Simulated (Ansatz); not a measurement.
The starting structures come from a database of crystals and need not be the phases stable at ambient conditions.

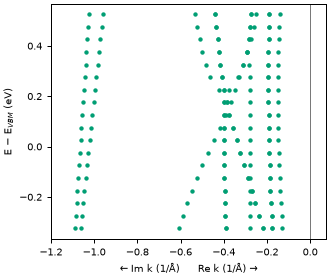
*Complex bands at the centre of the two-dimensional zone; Ansatz (a program for electronic structure) with r2SCAN*

The gap is the functional's own, uncorrected, and κ follows it; spin-orbit coupling is left out. Mid-gap means the computed energy nearest the middle.

Question: This is Tl₂CdGeTe₄ (I-42m, 8 atoms a cell, 30.8 Å³ an atom) along the normal of (110). Read off the slowest decay at the centre of the two-dimensional zone at 0.12 eV, the computed energy nearest the middle of the gap.

Answer: κ ≈ 0.15 1/Å, a decay length 1/(2κ) of the density of 3.3 Å.
